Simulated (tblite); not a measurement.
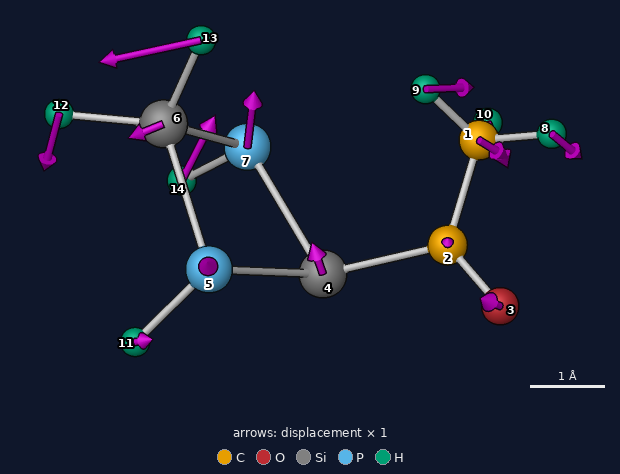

A relaxation of C2H7OP2Si2 (multiplicity 2). The starting structure is drawn; purple arrows show the displacements, at their true length. The two geometries are superimposed by the best rigid fit.

A ball-and-stick model, seen at a tilt.

Computed with tblite, GFN2-xTB geometry optimisation, gas phase. 

Q: What did the optimiser do to the structure, and how much energy did it gain?

A: After 165 geometry steps the energy has fallen by 1.070 eV. H13 moves most after the best rigid fit: 1.46 Å. By element the largest moves are H 1.46 Å, P 0.98 Å, C 0.59 Å, Si 0.54 Å, O 0.50 Å. Among the contacts that change: C2–Si4 1.853 → 1.937 Å, P5–Si6 2.184 → 2.267 Å, P7–H14 1.459 → 1.380 Å, P5–H11 1.455 → 1.385 Å. Among the angles between lasting bonds that change: Si6–P5–H11 111.0° → 97.7°, Si4–P7–H14 110.1° → 97.3°, Si6–P7–H14 109.4° → 97.4°. Groups turn about C2–Si4 by about 35°. Cost: 1.6 s on 1 thread of Arm Neoverse V1 (shared host).
